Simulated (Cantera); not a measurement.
Charge: 1 mol Si3N4, 1.5 mol N2O, 2.3 mol N2, at 13300 Pa.

Method: chemical equilibrium by Gibbs-energy minimisation in Cantera with the NASA 1993 tables (ideal gas, pure condensed phases). Candidate condensed phases: Si, SiO2, Si2N2O, Si3N4; 16 gas species. Mutual solubility and eutectic melting of coexisting phases are not modelled. The tables' values for SiN are old estimates; treat these amounts as uncertain. Equilibrium is a limit: real reactors are often held back by kinetics, nucleation or transport.

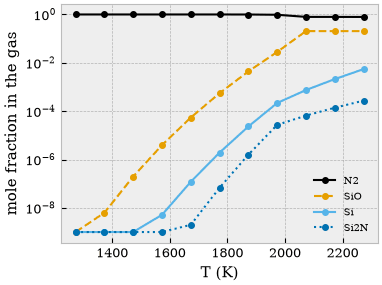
Figure. Equilibrium gas composition (values under 1e-9 drawn at 1e-9)

From 1273 K to 1673 K the condensed part is Si2N2O(s). From 1773 K to 1973 K the condensed part is Si2N2O(s) + Si3N4(s). From 2073 K to 2273 K the condensed part is Si(l).
